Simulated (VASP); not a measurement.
Band structure of MgPd3 (space group Pm-3m). These are PBEsol GGA, VASP's PBE PAW potentials (set 64) (plane waves; VASP) values and carry that method's errors.

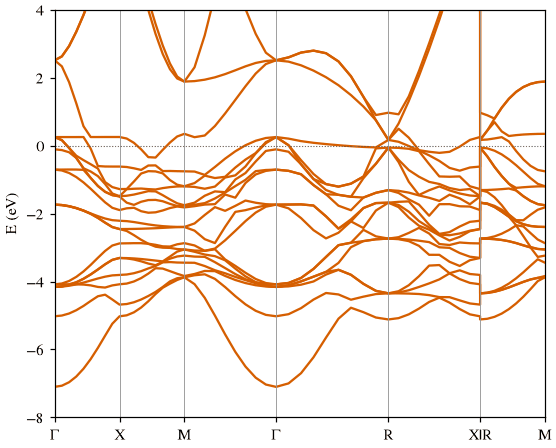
Figure: Bands along high-symmetry lines, zero at the valence-band maximum or, without a gap, the Fermi level

### Question
Read the plot: is there a gap, and where are the band edges?

### Answer
It has no gap at this level: it comes out as a metal or semimetal.

The structure comes from a computed database's MgPd3 entry (Pm-3m); how it stands against other phases isn't given here. The cell was not relaxed at this level.
